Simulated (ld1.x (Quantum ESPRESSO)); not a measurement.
# Potentials for Al that differ in a few settings

Aim: generate and test one potential in full, then change a few of its settings and see what happens to hardness, ghosts and transferability.

Method: ld1.x (Quantum ESPRESSO) 7.5, PW91, scalar-relativistic.

1 further run of the same task is left out (set aside as unsound or not needed).

### 1 Starting point

Typed settings, in words:

```json
{"element": "aluminium (Al, Z = 13)", "type": "ultrasoft", "frozen core": "[He]", "valence charge": "11", "reference configuration": "2s2 2p6 3s2 3p0 (charge +1)", "partial waves": "2s (bound): rcut 0.94, rcutus 1.18 bohr; 3s (bound): rcut 0.94, rcutus 1.18 bohr; 2p (bound): rcut 1.06, rcutus 1.22 bohr; 3p (bound, empty): rcut 1.06, rcutus 1.22 bohr", "local potential": "all-electron potential smoothed inside 1.12 bohr (lloc = -1)", "core correction": "Bessel-smoothed model core inside 0.90 bohr", "augmentation charge": "PSQ, inside the norm-conserving radii"}
```

### 2 The first potential

Al.in

```
 &input
   title='Al', zed=13., rel=1, dft='PW91', iswitch=3,
   config='[Ne] 3s2 3p0',
   nld=2, rlderiv=1.35, eminld=-11.0, emaxld=5.0, deld=0.04
 /
 &inputp
   pseudotype=3, tm=.true., lloc=-1, rcloc=1.12,
   nlcc=.true., new_core_ps=.true., rcore=0.90,
   which_augfun='PSQ', rmatch_augfun_nc=.true.,
   file_pseudopw='Al.UPF', file_wfcaegen='ae.wfc', file_wfcncgen='nc.wfc', file_beta='beta', file_chi='chi', file_wfcusgen='us.wfc'
 /
4
2S  1  0   2.00   0.00  0.94  1.18  0.0
3S  2  0   2.00   0.00  0.94  1.18  0.0
2P  2  1   6.00   0.00  1.06  1.22  0.0
3P  3  1   0.00   0.00  1.06  1.22  0.0
 &test
   configts(1)='2s2 2p6 3s2 3p0'
 /
```

Started as:

```
$ ld1.x < Al.in > Al.out
```

The output, Al.out (without the banner and most projector matrices):

```text
     Program LD1 v.7.5
     --------------------------- All-electron run ----------------------------

     Al
     scalar relativistic calculation

     atomic number is 13.00
     dft =PW91   lsd =0 sic =0 latt =0  beta=0.20 tr2=1.0E-14
     Exchange-correlation= PW91
                           (   1   4   2   2   0   0   0)
     mesh =1135 r(mesh) = 100.48924 a.u. xmin = -7.00 dx = 0.01250
     1 Ry =  13.60569312 eV, c = 137.03599908

     n l     nl                  e(Ry)          e(Ha)          e(eV)
     1 0     1S 1( 2.00)      -111.7464       -55.8732     -1520.3869
     2 0     2S 1( 2.00)        -8.5685        -4.2842      -116.5800
     2 1     2P 1( 6.00)        -5.7447        -2.8724       -78.1610
     3 0     3S 1( 2.00)        -1.0924        -0.5462       -14.8633
     3 1     3P 1( 0.00)        -0.6694        -0.3347        -9.1079

     final scf error:  9.9E-15 reached in  23 iterations

     Etot =    -485.180356 Ry,    -242.590178 Ha,   -6601.215037 eV

     Ekin =     486.074546 Ry,     243.037273 Ha,    6613.381101 eV
     Encl =   -1153.067794 Ry,    -576.533897 Ha,  -15688.286550 eV
     Eh   =     218.548154 Ry,     109.274077 Ha,    2973.499115 eV
     Exc  =     -36.735262 Ry,     -18.367631 Ha,    -499.808703 eV

     normalization and overlap integrals

     s(1S/1S) =  1.000000  <r> =   0.1202  <r2> =    0.0195  r(max) =   0.0779
     s(2S/2S) =  1.000000  <r> =   0.6259  <r2> =    0.4699  r(max) =   0.4954
     s(2P/2P) =  1.000000  <r> =   0.6026  <r2> =    0.4618  r(max) =   0.4264
     s(3S/3S) =  1.000000  <r> =   2.3751  <r2> =    6.5130  r(max) =   2.0088
     s(3P/3P) =  1.000000  <r> =   2.9120  <r2> =    9.9160  r(max) =   2.3930

     ------------------------ End of All-electron run ------------------------

     --------------------- Generating US pseudopotential ---------------------

      Generating local potential from pseudized AE potential:
      Matching radius rcloc =   1.1200

      Local pseudo, rcloc= 1.116 Estimated cut-off energy=    18.92 Ry

      Computing core charge for nlcc:

       r > 0.90 : true rho core
      Core charge pseudized with two Bessel functions
      Integrated core pseudo-charge :   0.00
      Wfc-us  2S rcutus= 1.174  Estimated cut-off energy=    39.04 Ry
      Wfc-us  3S rcutus= 1.174  Estimated cut-off energy=    82.42 Ry
      Wfc-us  2P rcutus= 1.234  Estimated cut-off energy=    55.18 Ry
      Wfc-us  3P rcutus= 1.234  Estimated cut-off energy=   107.47 Ry

     Q pseudized with Bessel functions
     Expected ecutrho=     254.5325 due to l1=  1   l2=  1

     ------------------- End of pseudopotential generation -------------------

     [... the all-electron block is printed once more ...]


     Computing logarithmic derivative in   1.35503
     Computing logarithmic derivative in   1.35503
     Computing the partial wave expansion
     R is outside the sphere for l=    0 j= 0.00
     R is outside the sphere for l=    0 j= 0.00
     R is outside the sphere for l=    1 j= 0.00
     R is outside the sphere for l=    1 j= 0.00

     ---------------------- Testing the pseudopotential ----------------------

     Al
     scalar relativistic calculation

     atomic number is 13.00   valence charge is 11.00
     dft =PW91   lsd =0 sic =0 latt =0  beta=0.20 tr2=1.0E-14
     mesh =1135 r(mesh) = 100.48924 xmin = -7.00 dx = 0.01250

     n l     nl             e AE (Ry)        e PS (Ry)    De AE-PS (Ry)
     1 0     2S   1( 2.00)       -8.56847       -8.56834       -0.00013
     2 1     2P   1( 6.00)       -5.74473       -5.74460       -0.00013
     2 0     3S   1( 2.00)       -1.09243       -1.09241       -0.00002
     3 1     3P   1( 0.00)       -0.66942       -0.66940       -0.00002

     eps = 9.7E-15  iter =  5

     Etot =    -485.180356 Ry,    -242.590178 Ha,   -6601.215037 eV
     Etotps =  -160.964993 Ry,     -80.482497 Ha,   -2190.040304 eV

     Ekin =      35.939676 Ry,      17.969838 Ha,     488.984201 eV
     Encl =    -296.887168 Ry,    -148.443584 Ha,   -4039.355704 eV
     Ehrt =     112.894552 Ry,      56.447276 Ha,    1536.008633 eV
     Ecxc =     -19.147746 Ry,      -9.573873 Ha,    -260.518354 eV
     (Ecc =      -0.000010 Ry,      -0.000005 Ha,      -0.000133 eV)
     Epseu=       6.235693 Ry,       3.117846 Ha,      84.840919 eV

     ---------------------- End of pseudopotential test ----------------------
```

Run time: 0.69 s. Hardware: 1 thread, shared host. (Generation and the later configuration tests together.)

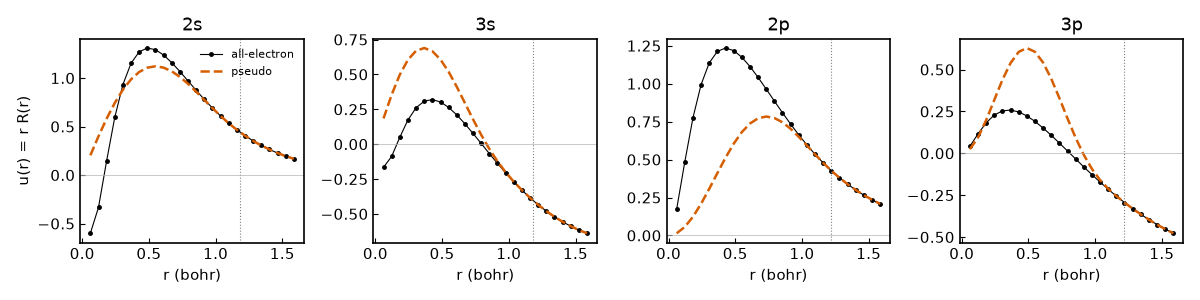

Bound waves of the atom and their pseudo partners (2s, 3s, 2p, 3p), with the matching radii dotted. The curves join 26 sampled radii.

### 3 Transferability test

Al.test.in

```
 &input
   title='Al', zed=13., rel=1, dft='PW91', iswitch=2,
   config='[Ne] 3s2 3p0'
 /
 &test
   file_pseudo='Al.UPF', nconf=8,
   configts(1)='2s2 2p6 3s2 3p0',
   configts(2)='2s2 2p6 3s2 3p1',
   configts(3)='2s2 2p6 3s1 3p0',
   configts(4)='2s2 2p6 3s0 3p0',
   configts(5)='2s2 2p6 3s1 3p2',
   configts(6)='2s2 2p6 3s2 3p1.3',
   configts(7)='2s2 2p6 3s2 3p0.5',
   configts(8)='2s1 2p6 3s2 3p1'
 /
```

Started as:

```
$ ld1.x < Al.test.in > Al.test.out
```

Al.test.out, the pseudopotential blocks:

```text
     ---------------------- Testing the pseudopotential ----------------------

     Al
     scalar relativistic calculation

     atomic number is 13.00   valence charge is 11.00
     dft =PW91   lsd =0 sic =0 latt =0  beta=0.20 tr2=1.0E-14
     mesh =1135 r(mesh) = 100.48924 xmin = -7.00 dx = 0.01250

     n l     nl             e AE (Ry)        e PS (Ry)    De AE-PS (Ry)
     1 0     2S   1( 2.00)       -8.56847       -8.56834       -0.00013
     2 1     2P   1( 6.00)       -5.74473       -5.74460       -0.00013
     2 0     3S   1( 2.00)       -1.09243       -1.09241       -0.00002
     3 1     3P   1( 0.00)       -0.66942       -0.66940       -0.00002

     eps = 7.5E-15  iter =  6

     Etot =    -485.180356 Ry,    -242.590178 Ha,   -6601.215031 eV
     Etotps =  -160.964994 Ry,     -80.482497 Ha,   -2190.040306 eV

     Ekin =      35.939676 Ry,      17.969838 Ha,     488.984196 eV
     Encl =    -296.887168 Ry,    -148.443584 Ha,   -4039.355701 eV
     Ehrt =     112.894552 Ry,      56.447276 Ha,    1536.008631 eV
     Ecxc =     -19.147746 Ry,      -9.573873 Ha,    -260.518353 eV
     (Ecc =      -0.000010 Ry,      -0.000005 Ha,      -0.000133 eV)
     Epseu=       6.235693 Ry,       3.117846 Ha,      84.840922 eV

     ---------------------- End of pseudopotential test ----------------------
```

7 tests gave no usable energy difference (2s2 2p6 3s2 3p1; 2s2 2p6 3s1 3p0; 2s2 2p6 3s0 3p0; 2s2 2p6 3s1 3p2; others); the test run stopped with "negative rho".

### 4 Scattering by logarithmic derivatives

Taken from the files of the generation run. The phase is arctan(r·u′/u) with u = r·R, unwrapped, with energies in Ry. A pole is an energy at which the radial function vanishes at the test radius. The pseudo phase is shifted by a multiple of π to meet the all-electron one at the reference energy. Levels narrower than the energy grid can be missing from the poles. The last column is the largest difference on the grid between −1 and +1 Ry.

```tsv
channel	radius (bohr)	reference (Ry)	poles AE	poles PS	window around the reference with phases within 0.05 rad (Ry)	largest difference near zero (rad)
s	1.35	-1.09	-8.10	-8.11	below 2.0	0.012
p	1.35	-0.67	-5.25	-5.25	the whole range	0.001
```

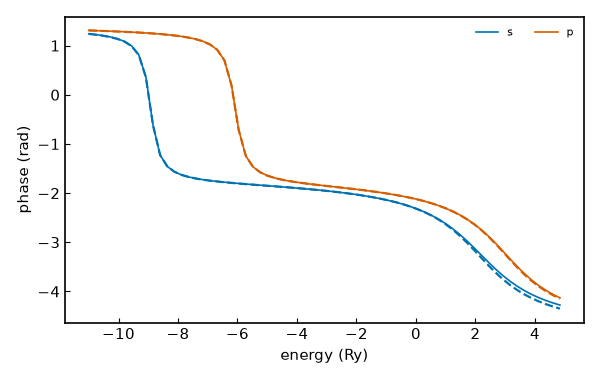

All-electron (solid) and pseudo (dashed) phases against energy.

### 5 Cutoff and ghost test in a Bessel basis

This step uses the generator's waves and projectors in a separate script. Basis: spherical Bessel functions vanishing at 20 bohr, q² up to the cutoff; potential fixed at the reference.

All-electron valence levels (Ry): 2s -8.5685, 3s -1.0924, 2p -5.7447, 3p -0.6694. The lowest levels of each channel (Ry) by cutoff; the last column sums, over occupied levels, occupation times the distance from the level at 400 Ry. A positive value at high cutoff is not a bound level.

```
cutoff (Ry)     s #1     s #2     p #1     p #2     d #1     f #1  Σ f·Δε (mRy)
          8  -7.5603  -0.8468  -3.7191  -0.4433  -0.2277  -0.0476       14661.7
         12  -8.1410  -0.9150  -4.7357  -0.5017  -0.2298  -0.0476        7264.5
         18  -8.4398  -0.9630  -5.3833  -0.5439  -0.2310  -0.0476        2685.0
         30  -8.5518  -1.0052  -5.6934  -0.5745  -0.2316  -0.0476         515.7
         40  -8.5671  -1.0416  -5.7331  -0.5864  -0.2318  -0.0476         174.6
         50  -8.5679  -1.0718  -5.7429  -0.6011  -0.2318  -0.0476          53.9
         60  -8.5680  -1.0863  -5.7441  -0.6202  -0.2318  -0.0476          17.1
         70  -8.5683  -1.0913  -5.7442  -0.6456  -0.2318  -0.0476           6.3
         90  -8.5685  -1.0920  -5.7446  -0.6676  -0.2318  -0.0476           1.9
        110  -8.5685  -1.0922  -5.7447  -0.6683  -0.2318  -0.0476           0.9
        140  -8.5685  -1.0924  -5.7447  -0.6692  -0.2318  -0.0476           0.3
        400  -8.5685  -1.0925  -5.7447  -0.6694  -0.2318  -0.0476           0.0
```

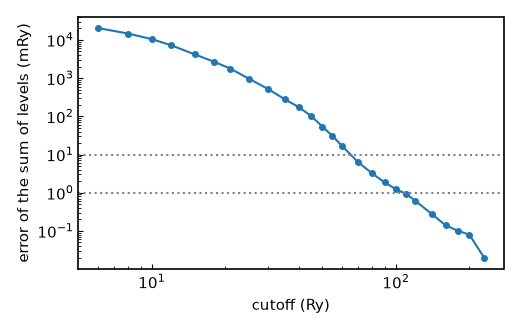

Occupation-weighted error of the valence levels against the cutoff; the dotted lines mark 10 and 1 mRy.

The sum stays within 10 mRy from 70 Ry and within 1 mRy from 110 Ry. The sum leaves out empty levels, which can need more. Ghost test: no level below the all-electron spectrum of its channel (s, p, d, f tested).

### 6 Now with core [Ne], valence charge 3; reference 3s2 3p1; waves now 3s (bound): rcut 1.70, rcutus …

In full, the change is: core [Ne], valence charge 3; reference 3s2 3p1; waves now 3s (bound): rcut 1.70, rcutus 2.15 bohr; 3s channel at -0.25 Ry: rcut 1.70, rcutus 2.15 bohr; 3p (bound): rcut 1.65, rcutus 2.20 bohr; 3p channel at 0.4 Ry: rcut 1.65, rcutus 2.20 bohr; local potential all-electron potential smoothed inside 1.70 bohr (lloc = -2); core correction a·sin(br)/r model core inside 2.20 bohr (was Bessel-smoothed model core inside 0.90 bohr).

Al.in

```
 &input
   title='Al', zed=13., rel=1, dft='PW91', iswitch=3,
   config='[Ne] 3s2 3p1',
   nld=2, rlderiv=2.40, eminld=-3.0, emaxld=5.0, deld=0.02
 /
 &inputp
   pseudotype=3, tm=.true., lloc=-2, rcloc=1.70,
   nlcc=.true., rcore=2.20,
   which_augfun='PSQ', rmatch_augfun_nc=.true.,
   file_pseudopw='Al.UPF', file_wfcaegen='ae.wfc', file_wfcncgen='nc.wfc', file_beta='beta', file_chi='chi', file_wfcusgen='us.wfc'
 /
4
3S  1  0   2.00   0.00  1.70  2.15  0.0
3S  1  0   0.00  -0.25  1.70  2.15  0.0
3P  2  1   1.00   0.00  1.65  2.20  0.0
3P  2  1   0.00   0.40  1.65  2.20  0.0
 &test
   configts(1)='3s2 3p1'
 /
```

Started as:

```
$ ld1.x < Al.in > Al.out
```

Output in Al.out (without the banner and most projector matrices):

```text
     Program LD1 v.7.5
     --------------------------- All-electron run ----------------------------

     Al
     scalar relativistic calculation

     atomic number is 13.00
     dft =PW91   lsd =0 sic =0 latt =0  beta=0.20 tr2=1.0E-14
     Exchange-correlation= PW91
                           (   1   4   2   2   0   0   0)
     mesh =1135 r(mesh) = 100.48924 a.u. xmin = -7.00 dx = 0.01250
     1 Ry =  13.60569312 eV, c = 137.03599908

     n l     nl                  e(Ry)          e(Ha)          e(eV)
     1 0     1S 1( 2.00)      -111.1212       -55.5606     -1511.8805
     2 0     2S 1( 2.00)        -7.9545        -3.9772      -108.2258
     2 1     2P 1( 6.00)        -5.1299        -2.5649       -69.7957
     3 0     3S 1( 2.00)        -0.5729        -0.2864        -7.7947
     3 1     3P 1( 1.00)        -0.2016        -0.1008        -2.7431

     final scf error:  8.4E-15 reached in  27 iterations

     Etot =    -485.606856 Ry,    -242.803428 Ha,   -6607.017860 eV

     Ekin =     486.467936 Ry,     243.233968 Ha,    6618.733450 eV
     Encl =   -1161.056248 Ry,    -580.528124 Ha,  -15796.975003 eV
     Eh   =     226.092213 Ry,     113.046107 Ha,    3076.141271 eV
     Exc  =     -37.110757 Ry,     -18.555379 Ha,    -504.917577 eV

     normalization and overlap integrals

     s(1S/1S) =  1.000000  <r> =   0.1202  <r2> =    0.0195  r(max) =   0.0779
     s(2S/2S) =  1.000000  <r> =   0.6262  <r2> =    0.4703  r(max) =   0.4954
     s(2P/2P) =  1.000000  <r> =   0.6032  <r2> =    0.4628  r(max) =   0.4264
     s(3S/3S) =  1.000000  <r> =   2.5381  <r2> =    7.5260  r(max) =   2.0856
     s(3P/3P) =  1.000000  <r> =   3.4542  <r2> =   14.4546  r(max) =   2.6447

     ------------------------ End of All-electron run ------------------------

     --------------------- Generating US pseudopotential ---------------------

      Generating local potential from pseudized AE potential:
      Matching radius rcloc =   1.7000
      Enforcing V''(0)=0 (lloc=-2)

      Local pseudo, rcloc= 1.708 Estimated cut-off energy=     9.57 Ry

      Computing core charge for nlcc:

       r > 2.22 : true rho core
       r < 2.22 : rho core = a sin(br)/r    a=   0.03  b=   1.29

      Integrated core pseudo-charge :   0.07
      Wfc-us  3S rcutus= 2.138  Estimated cut-off energy=     9.79 Ry
      Wfc-us  3S rcutus= 2.138  Estimated cut-off energy=    10.34 Ry
      Wfc-us  3P rcutus= 2.193  Estimated cut-off energy=    15.15 Ry
      Wfc-us  3P rcutus= 2.193  Estimated cut-off energy=    16.12 Ry

     Q pseudized with Bessel functions
     Expected ecutrho=      94.3766 due to l1=  1   l2=  1

     ------------------- End of pseudopotential generation -------------------

     [... the all-electron block is printed once more ...]


     Computing logarithmic derivative in   2.40806
     Message from routine run_pseudo:
     Warning: convergence not achieved
     Computing logarithmic derivative in   2.40806
     Computing the partial wave expansion
     R is outside the sphere for l=    0 j= 0.00
     R is outside the sphere for l=    0 j= 0.00
     R is outside the sphere for l=    1 j= 0.00
     R is outside the sphere for l=    1 j= 0.00

     ---------------------- Testing the pseudopotential ----------------------

     Al
     scalar relativistic calculation

     atomic number is 13.00   valence charge is  3.00
     dft =PW91   lsd =0 sic =0 latt =0  beta=0.20 tr2=1.0E-14
     mesh =1135 r(mesh) = 100.48924 xmin = -7.00 dx = 0.01250

     n l     nl             e AE (Ry)        e PS (Ry)    De AE-PS (Ry)
     1 0     3S   1( 2.00)       -0.57290       -0.57290        0.00000
     2 1     3P   1( 1.00)       -0.20161       -0.20161        0.00000

     eps = 1.2E-13  iter =201

     Etot =    -485.606856 Ry,    -242.803428 Ha,   -6607.017860 eV
     Etotps =    -3.917246 Ry,      -1.958623 Ha,     -53.296845 eV

     Ekin =       1.249792 Ry,       0.624896 Ha,      17.004285 eV
     Encl =      -7.445272 Ry,      -3.722636 Ha,    -101.298089 eV
     Ehrt =       2.887340 Ry,       1.443670 Ha,      39.284260 eV
     Ecxc =      -1.251336 Ry,      -0.625668 Ha,     -17.025300 eV
     (Ecc =      -0.015318 Ry,      -0.007659 Ha,      -0.208414 eV)
     Epseu=       0.642231 Ry,       0.321116 Ha,       8.737999 eV

     ---------------------- End of pseudopotential test ----------------------
```

Wall time 6.1 s (1 thread, shared host). This counts the later configuration tests of the new file too.

The test run was repeated on this file; only its results are given.

Al.test.in

```
 &input
   title='Al', zed=13., rel=1, dft='PW91', iswitch=2,
   config='[Ne] 3s2 3p1'
 /
 &test
   file_pseudo='Al.UPF', nconf=8,
   configts(1)='3s2 3p1',
   configts(2)='3s2 3p0',
   configts(3)='3s1 3p0',
   configts(4)='3s2 3p0.5',
   configts(5)='3s0 3p3',
   configts(6)='3s1 3p1',
   configts(7)='3s2 3p1.3',
   configts(8)='3s1 3p2'
 /
```

Energies count from the reference configuration 3s2 3p1; the error is all-electron less pseudo. A star marks tests that logged a warning. The frozen-core shift comes from a second all-electron run, not shown, with the core orbitals held at their reference shape; it is that run's ΔE less the relaxed one.

```tsv
valence configuration	charge	ΔE all-electron (eV)	error AE − PS (meV)	frozen-core shift (meV)
3s2 3p0 *	+1	5.803	-0.5	+1.0
3s1 3p0 *	+2	25.081	+0.4	+22
3s2 3p0.5 *	+0.5	2.103	0.0	+0.1
3s0 3p3	0	10.469	+29	+6.4
3s1 3p1 *	+1	11.616	+3.1	+4.7
3s2 3p1.3 *	-0.3	-0.583	-0.2	0.0
3s1 3p2	0	5.150	+5.5	+1.6
```

Against the first potential, the loose cutoff goes from 70 Ry to 6 Ry or less, the largest error in the tests that it solved is +29 meV (3s0 3p3) and there is no bound ghost.

### 7 Comparison

Cutoffs, loose and tight: the cutoffs (Ry, on a coarse ladder) from which the occupation-weighted sum of valence levels, in a spherical-Bessel basis at the reference potential, stays within 10 and 1 mRy of its value at 400 Ry; empty and scattering waves don't count. The number of plane waves in a given cell goes as the cutoff to the power 3/2; it is given for the loose cutoff, relative to the first potential. Test errors are all-electron less pseudo; runs with another core, reference, functional or relativity have tests of their own. The phase difference is the largest within 1 Ry of zero, over the channels with partial waves.

| change | outcome | cutoff, loose | cutoff, tight | plane waves, relative | bound ghosts | largest test error (meV) | phase difference near zero (rad) | lowest overlap eigenvalue (Bessel basis) |
| --- | --- | --- | --- | --- | --- | --- | --- | --- |
| first potential | generated | 70 Ry | 110 Ry | 1.00 | none | none usable | 0.012 | 0.127 |
| core [Ne], valence charge 3; reference 3s2 3p1; waves now 3s (bound): rcut 1.70, rcutus 2.15 bohr; 3s channel at -0.25 Ry: rcut 1.70, rcutus 2.15 bohr; 3p (bound): rcut 1.65, rcutus 2.20 bohr; 3p channel at 0.4 Ry: rcut 1.65, rcutus 2.20 bohr; local potential all-electron potential smoothed inside 1.70 bohr (lloc = -2); core correction a·sin(br)/r model core inside 2.20 bohr (was Bessel-smoothed model core inside 0.90 bohr) | generated | 6 Ry or less | 8 Ry | 0.03 | none | +29 | 0.000 | 0.471 |

**Reading.** The softest is the variant "core [Ne], valence charge 3; reference 3s2 3p1; waves now 3s (bound): rcut …", at 6 Ry or less; the highest cutoff read, 70 Ry, costs 39.8 times the plane waves.

The first potential by itself. The test run broke off, so later configurations gave nothing; no test gave an energy difference. By its cutoff, 70 Ry for the looser tolerance, it is of middling hardness. The slowest occupied level is 3s: taken alone it needs 80 Ry to come within 1 mRy, against 55 Ry for 2p. No bound ghost shows below the valence levels.
